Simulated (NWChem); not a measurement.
# CH2BF2 (SMILES [CH2]B(F)F): levels of theory compared

Wanted: a comparison of 6 runs (UHF/STO-3G, UHF/3-21G, UHF/6-31G*, UB3LYP/6-31G*, UTPSS/cc-pVDZ) of CH2BF2. 

The results are computed with NWChem 7.3.0.

## (1) The structure to begin with

CH2BF2: 6 atoms, total charge 0, spin state doublet. SMILES: `[CH2]B(F)F`. The shape is that of a GFN2-xTB optimisation.

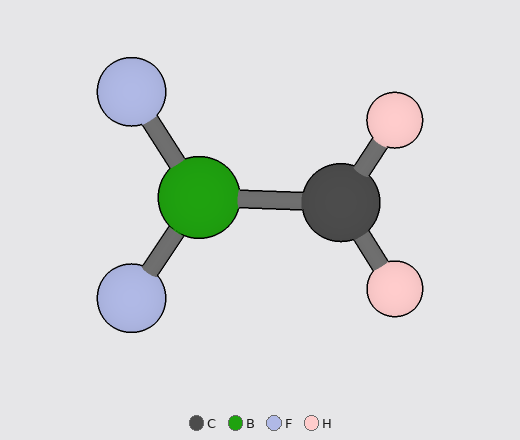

Viewed from a chosen angle; carbon dark grey, boron green, fluorine light blue, hydrogen pink.

## (2) Energy and gradient at UHF/STO-3G (run 1)

Input file run.py:

```python
from ase import Atoms
from ase.calculators.nwchem import NWChem

system = Atoms(['C', 'B', 'F', 'F', 'H', 'H'], positions=[
    [-0.430490, 0.632730, -0.252070],
    [0.378110, -0.555990, 0.221080],
    [0.367530, -0.981520, 1.477540],
    [1.159170, -1.264020, -0.583880],
    [-0.413650, 0.970040, -1.273050],
    [-1.060670, 1.198760, 0.410380],
])

calc = NWChem(
    label='a',
    theory='scf',
    memory='2200 mb',
    basis='STO-3G',
    basispar='spherical bse',
    scf={'nopen': '1', 'uhf': None, 'thresh': '1e-08', 'maxiter': '80'},
)
system.calc = calc

forces = system.get_forces()
print(f"energy = {system.get_potential_energy():.6f} eV")
print("forces (eV/A):")
for s, f in zip(system.symbols, forces):
    print(f"{s:2s} {f[0]:10.5f} {f[1]:10.5f} {f[2]:10.5f}")
```

Command:

```console
$ export ASE_NWCHEM_COMMAND="nwchem PREFIX.nwi > PREFIX.nwo"
$ python run.py
```

Output:

```text
energy = -7050.291303 eV
forces (eV/A):
C    -0.45241    0.66802   -0.26503
B     1.39832   -2.06305    0.82692
F    -0.18399    0.48866   -0.72958
F    -0.56811    0.62318    0.27938
H    -0.01214    0.11030   -0.27351
H    -0.18167    0.17288    0.16188
```

The calculator wrote a.nwi:

```
title "a"

permanent_dir a

scratch_dir a

start a

geometry units angstrom nocenter noautosym noautoz
  C  -4.3048999999999998e-01 6.3273000000000001e-01 -2.5207000000000002e-01
  B  3.7811000000000000e-01 -5.5598999999999998e-01 2.2108000000000000e-01
  F  3.6753000000000002e-01 -9.8151999999999995e-01 1.4775400000000001e+00
  F  1.1591700000000000e+00 -1.2640199999999999e+00 -5.8387999999999995e-01
  H  -4.1365000000000002e-01 9.7004000000000001e-01 -1.2730500000000000e+00
  H  -1.0606700000000000e+00 1.1987600000000000e+00 4.1038000000000002e-01
end

memory 2200 mb

basis spherical bse noprint
   * library STO-3G
end

scf
  nopen 1
  uhf
  thresh 1e-08
  maxiter 80
end

task scf gradient
```

a.nwo:

```text
Northwest Computational Chemistry Package (NWChem) 7.3.0
             --------------------------------------------------------

           Job information
           ---------------

    nwchem branch   = 7.3.0
    use scalapack   = T
    input           = a.nwi
    prefix          = a.
    data base       = a/a.db
    status          = startup
    nproc           =        1

           Memory information
           ------------------

    heap     =     72089596 doubles =      550.0 Mbytes
    stack    =     72089601 doubles =      550.0 Mbytes
    global   =    144179200 doubles =     1100.0 Mbytes (distinct from heap & stack)
    total    =    288358397 doubles =     2200.0 Mbytes
    verify   = yes
    hardfail = no

           Directory information
           ---------------------

  0 permanent = a
  0 scratch   = a

                                NWChem Input Module
                                -------------------

                                         a
                                         -

[... 27 lines left out ...]
            Nuclear Dipole moment (a.u.)
[... 82 lines left out ...]
 1-e energy   =    -567.349312
[... 7 lines left out ...]
         Quadratically convergent UHF
[... 14 lines left out ...]
       Final UHF  results
[... 3 lines left out ...]
      One electron energy =   -567.261668191485
[... 1 line left out ...]
 Nuclear repulsion energy =    103.188038006937
[... 34 lines left out ...]
          Final beta eigenvalues
[... 164 lines left out ...]
                     UHF Final Beta Molecular Orbital Analysis
[... 203 lines left out ...]
                              NWChem Gradients Module
                              -----------------------

                                         a

  wavefunction    =   UHF

                         UHF ENERGY GRADIENTS

    atom               coordinates                        gradient
                 x          y          z           x          y          z
   1 C      -0.813508   1.195686  -0.476343    0.008798  -0.012991   0.005154
   2 B       0.714524  -1.050669   0.417781   -0.027193   0.040120  -0.016081
   3 F       0.694531  -1.854804   2.792146    0.003578  -0.009503   0.014188
   4 F       2.190514  -2.388651  -1.103373    0.011048  -0.012119  -0.005433
   5 H      -0.781685   1.833110  -2.405716    0.000236  -0.002145   0.005319
   6 H      -2.004376   2.265328   0.775506    0.003533  -0.003362  -0.003148

                 ----------------------------------------
                 |  Time  |  1-e(secs)   |  2-e(secs)   |
                 ----------------------------------------
                 |  CPU   |       0.00   |       0.13   |
                 ----------------------------------------
                 |  WALL  |       0.00   |       0.13   |
                 ----------------------------------------

 Task  times  cpu:        0.6s     wall:        0.6s
 Total times  cpu:        0.7s     wall:        0.7s
```

It took 1.6 s on 1 thread of Intel Xeon Platinum 8488C (Sapphire Rapids), shared host; peak memory 0.099 GiB.

## (3) Energy and forces at UHF/3-21G (run 2)

Input file m1.nw:

```
start m1
memory stack 880 mb heap 220 mb global 1100 mb
charge 0
geometry units angstrom noautosym nocenter noautoz
 C     -0.430490     0.632730    -0.252070
 B      0.378110    -0.555990     0.221080
 F      0.367530    -0.981520     1.477540
 F      1.159170    -1.264020    -0.583880
 H     -0.413650     0.970040    -1.273050
 H     -1.060670     1.198760     0.410380
end
basis "ao basis" spherical bse
 * library 3-21G
end
scf
 doublet
 uhf
 thresh 1e-08
 maxiter 80
end
task scf gradient
```

Command:

```console
$ nwchem m1.nw > m1.out
```

Output:

```text
[...]
  functions       =    40
[...]
  wavefunction    = UHF
[...]
         Total SCF energy =   -261.287931953098
      One electron energy =   -567.087427348411
      Two electron energy =    202.611457388375
 Nuclear repulsion energy =    103.188038006938
                       Sz =      0.5000
                 Sz(Sz+1) =      0.7500
                      S^2 =      0.7576
[...]
                         UHF ENERGY GRADIENTS
    atom               coordinates                        gradient
                 x          y          z           x          y          z
   1 C      -0.813508   1.195686  -0.476343    0.007091  -0.010521   0.004157
   2 B       0.714524  -1.050669   0.417781    0.004162  -0.005985   0.002256
   3 F       0.694531  -1.854804   2.792146    0.002524   0.004640  -0.022476
   4 F       2.190514  -2.388651  -1.103373   -0.012623   0.010104   0.016770
   5 H      -0.781685   1.833110  -2.405716   -0.000646   0.000930  -0.000221
   6 H      -2.004376   2.265328   0.775506   -0.000507   0.000833  -0.000485
[...]
```

Wall time 1.6 s (1 thread of Intel Xeon Platinum 8488C (Sapphire Rapids), shared host); peak memory 0.099 GiB.

## (4) Energy and forces at UHF/6-31G(d) (spherical functions) (run 3)

Input file calc.nw:

```
start calc
title "CH2BF2 hf"
memory stack 880 mb heap 220 mb global 1100 mb

geometry noautosym nocenter noautoz
C     -0.430490     0.632730    -0.252070
B      0.378110    -0.555990     0.221080
F      0.367530    -0.981520     1.477540
F      1.159170    -1.264020    -0.583880
H     -0.413650     0.970040    -1.273050
H     -1.060670     1.198760     0.410380
end

basis spherical bse
* library 6-31G*
end

scf
doublet
uhf
thresh 1e-08
maxiter 80
end

task scf gradient
```

Command:

```console
$ nwchem calc.nw > calc.out
```

Output:

```text
[...]
  functions       =    60
[...]
  wavefunction    = UHF
[...]
         Total SCF energy =   -262.689699036958
      One electron energy =   -569.199267101706
      Two electron energy =    203.321530057810
 Nuclear repulsion energy =    103.188038006938
                       Sz =      0.5000
                 Sz(Sz+1) =      0.7500
                      S^2 =      0.7577
[...]
                         UHF ENERGY GRADIENTS
    atom               coordinates                        gradient
                 x          y          z           x          y          z
   1 C      -0.813508   1.195686  -0.476343    0.007656  -0.011343   0.004485
   2 B       0.714524  -1.050669   0.417781   -0.016471   0.024345  -0.009775
   3 F       0.694531  -1.854804   2.792146    0.003512  -0.006613   0.006162
   4 F       2.190514  -2.388651  -1.103373    0.005989  -0.007457  -0.000441
   5 H      -0.781685   1.833110  -2.405716   -0.000518   0.000619   0.000196
   6 H      -2.004376   2.265328   0.775506   -0.000168   0.000450  -0.000626
[...]
```

Wall time 7.2 s (1 thread of Intel Xeon Platinum 8488C (Sapphire Rapids), shared host); peak memory 0.1 GiB.

Runs 4 to 5 aren't shown in full; the table further down has their settings and results.

## (5) Energy and forces at UTPSS/cc-pVDZ (run 6)

Input file a.xyz:

```xyz
6

C     -0.430490     0.632730    -0.252070
B      0.378110    -0.555990     0.221080
F      0.367530    -0.981520     1.477540
F      1.159170    -1.264020    -0.583880
H     -0.413650     0.970040    -1.273050
H     -1.060670     1.198760     0.410380
```

Input file run.py:

```python
from ase.io import read
from ase.calculators.nwchem import NWChem

molecule = read('a.xyz')

calc = NWChem(
    label='a',
    theory='dft',
    memory='2200 mb',
    basis='cc-pVDZ',
    basispar='spherical bse',
    dft={'xc': 'xtpss03 ctpss03', 'mult': '2', 'grid': 'xfine', 'convergence': 'energy 1e-08', 'iterations': '100', 'mulliken': None},
)
molecule.calc = calc

forces = molecule.get_forces()
print(f"energy = {molecule.get_potential_energy():.6f} eV")
print("forces (eV/A):")
for s, f in zip(molecule.symbols, forces):
    print(f"{s:2s} {f[0]:10.5f} {f[1]:10.5f} {f[2]:10.5f}")
```

Command:

```console
$ export ASE_NWCHEM_COMMAND="nwchem PREFIX.nwi > PREFIX.nwo"
$ python run.py
```

Output:

```text
energy = -7182.494383 eV
forces (eV/A):
C     0.08253   -0.11781    0.04757
B    -0.03862    0.05224   -0.01933
F    -0.17684   -0.15725    1.09287
F     0.57665   -0.42747   -0.86363
H     0.02597    0.23634   -0.77138
H    -0.46974    0.41390    0.51391
```

The calculator wrote a.nwi:

```
title "a"

permanent_dir a

scratch_dir a

start a

geometry units angstrom nocenter noautosym noautoz
  C  -4.3048999999999998e-01 6.3273000000000001e-01 -2.5207000000000002e-01
  B  3.7811000000000000e-01 -5.5598999999999998e-01 2.2108000000000000e-01
  F  3.6753000000000002e-01 -9.8151999999999995e-01 1.4775400000000001e+00
  F  1.1591700000000000e+00 -1.2640199999999999e+00 -5.8387999999999995e-01
  H  -4.1365000000000002e-01 9.7004000000000001e-01 -1.2730500000000000e+00
  H  -1.0606700000000000e+00 1.1987600000000000e+00 4.1038000000000002e-01
end

memory 2200 mb

basis spherical bse noprint
   * library cc-pVDZ
end

dft
  xc xtpss03 ctpss03
  mult 2
  grid xfine
  convergence energy 1e-08
  iterations 100
  mulliken
end

task dft gradient
```

a.nwo:

```text
Northwest Computational Chemistry Package (NWChem) 7.3.0
             --------------------------------------------------------

           Job information
           ---------------

    nwchem branch   = 7.3.0
    use scalapack   = T
    input           = a.nwi
    prefix          = a.
    data base       = a/a.db
    status          = startup
    nproc           =        1

           Memory information
           ------------------

    heap     =     72089596 doubles =      550.0 Mbytes
    stack    =     72089601 doubles =      550.0 Mbytes
    global   =    144179200 doubles =     1100.0 Mbytes (distinct from heap & stack)
    total    =    288358397 doubles =     2200.0 Mbytes
    verify   = yes
    hardfail = no

           Directory information
           ---------------------

  0 permanent = a
  0 scratch   = a

                                NWChem Input Module
                                -------------------

                                         a
                                         -

[... 27 lines left out ...]
            Nuclear Dipole moment (a.u.)
[... 79 lines left out ...]
          Convergence on energy requested:  1.00D-08
[... 21 lines left out ...]
          Spatial weights used:  Erf1
[... 4 lines left out ...]
          total energy or number of iterations.
[... 28 lines left out ...]
 2-e energy   =     200.279637
[... 70 lines left out ...]
      One electron energy =     -569.152173443715
[... 2 lines left out ...]
 Nuclear repulsion energy =      103.188038006937
[... 1056 lines left out ...]
          Convergence on energy requested:  1.00D-08
[... 21 lines left out ...]
          Spatial weights used:  Erf1
[... 4 lines left out ...]
          total energy or number of iterations.
[... 18 lines left out ...]
                            NWChem DFT Gradient Module
                            --------------------------

                                         a

  charge          =   0.00
  wavefunction    = open shell

                         DFT ENERGY GRADIENTS

    atom               coordinates                        gradient
                 x          y          z           x          y          z
   1 C      -0.813508   1.195686  -0.476343   -0.001605   0.002291  -0.000925
   2 B       0.714524  -1.050669   0.417781    0.000751  -0.001016   0.000376
   3 F       0.694531  -1.854804   2.792146    0.003439   0.003058  -0.021253
   4 F       2.190514  -2.388651  -1.103373   -0.011214   0.008313   0.016795
   5 H      -0.781685   1.833110  -2.405716   -0.000505  -0.004596   0.015001
   6 H      -2.004376   2.265328   0.775506    0.009135  -0.008049  -0.009994

                 ----------------------------------------
                 |  Time  |  1-e(secs)   |  2-e(secs)   |
                 ----------------------------------------
                 |  CPU   |       0.00   |       2.65   |
                 ----------------------------------------
                 |  WALL  |       0.00   |       2.65   |
                 ----------------------------------------

 Task  times  cpu:       37.0s     wall:       37.0s
 Total times  cpu:       37.1s     wall:       37.1s
```

Wall time 38 s (1 thread of Intel Xeon Platinum 8488C (Sapphire Rapids), shared host); peak memory 0.13 GiB.

## (6) The series

```tsv
run	level	iteration cap	module	energy (Eh)	dipole moment (D)	HOMO energy (eV)	LUMO energy (eV)	wall time
1	UHF/STO-3G	80	scf	-259.093429	1.08	-9.87	5.53	1.6 s
2	UHF/3-21G	80	scf	-261.287932	2.37	-11.68	1.42	1.6 s
3	UHF/6-31G* (spherical functions)	80	scf	-262.689699	2.12	-11.52	1.70	7.2 s
4	UB3LYP/6-31G* (spherical functions)	100	dft	-263.910267	–	–	–	25 s
5	UB3LYP/6-31G* (Cartesian functions)	100	dft	-263.913710	1.90	-7.37	-3.36	27 s
6	UTPSS/cc-pVDZ	100	dft	-263.951802	1.86	-6.56	-4.13	38 s
```

## (7) Results

| quantity | value |
| --- | --- |
| run 6: total energy | -263.95180 Eh |
| run 6: dipole moment | 1.86 D |
| run 6: HOMO energy (highest over α and β) | -6.56 eV |
| run 6: LUMO energy (lowest over α and β) | -4.13 eV |
| run 6: ⟨S²⟩ | 0.753 |
| run 6: largest force on an atom | 1.123 eV/Å |

**Reading.** Over runs 1, 2, 3, 5, 6 the dipole moment (its size) runs from 1.08 D (UHF/STO-3G) to 2.37 D (UHF/3-21G). Totals of different functionals can't be ranked against each other. In run 1 the basis is minimal, so the values are rough. All runs together took 1.7 min, the longest 38 s.
